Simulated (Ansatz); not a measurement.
**Fields on a plane of Cu(IrS2)2 (spinel)**

```xyz
14
Lattice="0.0000 4.8913 4.8913 4.8913 0.0000 4.8913 4.8913 4.8913 0.0000" Properties=species:S:1:pos:R:3 pbc="T T T"
Cu     2.4456     2.4456     2.4456
Cu     0.0000     0.0000     0.0000
Ir     3.6685     3.6685     6.1141
Ir     3.6685     6.1141     3.6685
Ir     6.1141     6.1141     6.1141
Ir     6.1141     3.6685     3.6685
S      6.0190     3.7636     6.0190
S      8.4646     8.4646     8.4646
S      3.7636     6.0190     6.0190
S      6.2092     6.2092     8.4646
S      6.0190     6.0190     3.7636
S      8.4646     6.2092     6.2092
S      3.7636     3.7636     3.7636
S      6.2092     8.4646     6.2092
```

The slice is a {110} plane (indices of the conventional cell) through the point (0.404, 0.865, 0.865) (fractional), spanned by u = [100] and v = [1 -1 -1] in vectors of this cell: u (6.92 Å) and v (9.78 Å, at 90° to u). It covers one period; positions are fractions (u, v).

Atoms on it: Cu at (0.23, 0.62); Cu at (0.73, 0.87); Ir at (0.98, 0.24); Ir at (0.48, 0.24); S at (0.46, 0.00); S at (0.96, 0.48); S at (0.00, 0.00); S at (0.50, 0.48).

Calculation: PBEsol (plane waves to 420 eV, PAW, scalar-relativistic; Ansatz, a quantum-chemistry and plane-wave program). k mesh 7×7×7. Inside the PAW spheres the values are not all-electron values, and peaks at nuclei hang on which shells count as valence. Cu(IrS2)2 is run without spin polarisation. Cu(IrS2)2 was relaxed with its symmetry unable to fall. Spin-orbit coupling is left out, though Ir is heavy.

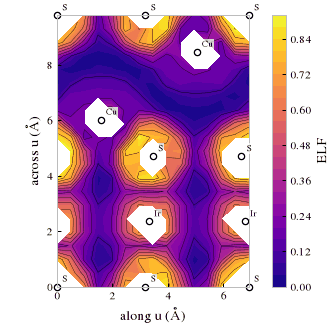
Figure. Electron localisation function (ELF), one period of the plane, atoms marked. Points within 0.5 Å of a nucleus are left white, as the pseudised field means little there.

```
|****++==++********++**++++**|
|++++======++++++++##@@%%++++|
|==----------====++##@@%%++==|
|----------------==++##**++--|
|::--======--------========--|
|--==++**++==----------------|
|====##@@%%++==--------------|
|++++##@@%%++++++====----==++|
|******##**++******++====++**|
|****++++++++**++**++==++**++|
|****======++******++==++****|
|**++==----++****++++====++**|
|**++==--==++++**++======++++|
|##**++====**####**++====**##|
|%%##++==++**%%%%##++==++**%%|
|%%##++==++**%%%%##++==++**%%|
|**++======++****++======++**|
|**++======++****++==----==++|
|****++====******++==--==++**|
|  **++==++**++++**++====++**|
```
Scale: ten equal steps from -3.00 (start of ' ') to 1.69 (end of '@'), in the order ' .:-=+*#%@'. Values: log₁₀ of the valence density in e/Å³. The map has 14 points along u (two characters each, u = 0 at the left) and 20 along v (v = 0 in the bottom row). The scale is logarithmic, as a density can span decades between atoms and voids; values under 0.001 e/Å³ are set to 0.001.
